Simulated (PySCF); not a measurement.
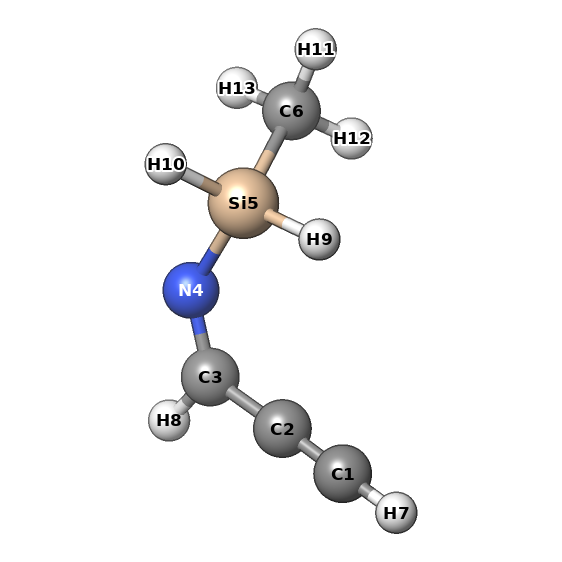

The computed structure is the end point of a PBE0-D3(BJ)/def2-SVP optimisation. No frequency run is at hand to confirm it as a minimum. Method: delta-SCF UKS PBE, pcX-2 on the ionised atom, pcseg-1 elsewhere, spin-free X2C (PySCF 2.14.0).

Give the core-electron binding energies (to vacuum; p and d levels without spin–orbit splitting) of C1 1s, C2 1s, C3 1s, N4 1s, Si5 1s, Si5 2p, C6 1s.

```tsv
atom	level	binding energy (eV)
C1	1s	289.9
C2	1s	290.2
C3	1s	291.6
N4	1s	403.1
Si5	1s	1843.1
Si5	2p	106.1
C6	1s	289.4
```
